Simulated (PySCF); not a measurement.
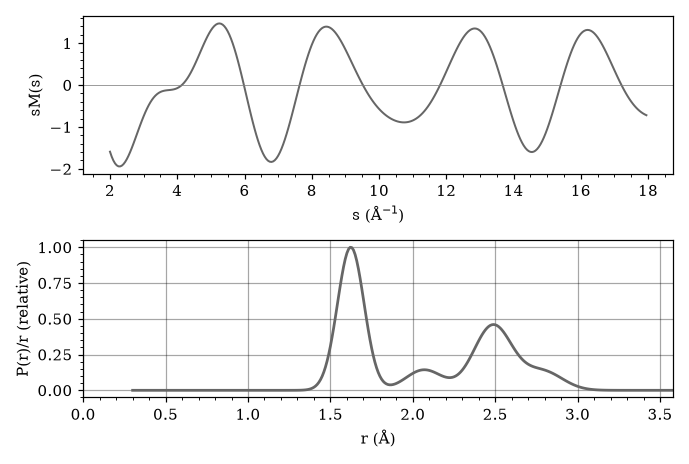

Simulated gas electron diffraction: reduced molecular intensity sM(s) from the Debye equation in the first Born approximation (top) and the radial distribution curve (bottom) of Be₄O₄. Each pair of atoms contributes with weight ZᵢZⱼ/r; damping constant 0.002 Å²; vibrational amplitudes assumed, not computed: 0.05 Å for bonds, 0.078 Å for bonds to H, 0.06 + 0.015 r up to 0.15 Å for other pairs. The geometry is the end point of an optimisation (PBE0-D3(BJ)/def2-SVP geometry optimisation, gas phase in PySCF 2.14.0, density-fitted response routines); it may be a saddle point or a higher isomer.

### Which pairs of atoms lie under the first 3 clear peaks? Mark bonded pairs by – and others by ···.

Peak 1, 1.62 Å: O–Be 1.62 Å (×12)
Peak 2, 2.07 Å: Be···Be 2.07 Å (×6)
Peak 3, 2.49 Å: O···O 2.49 Å (×6); in its flanks O···Be 2.79 Å
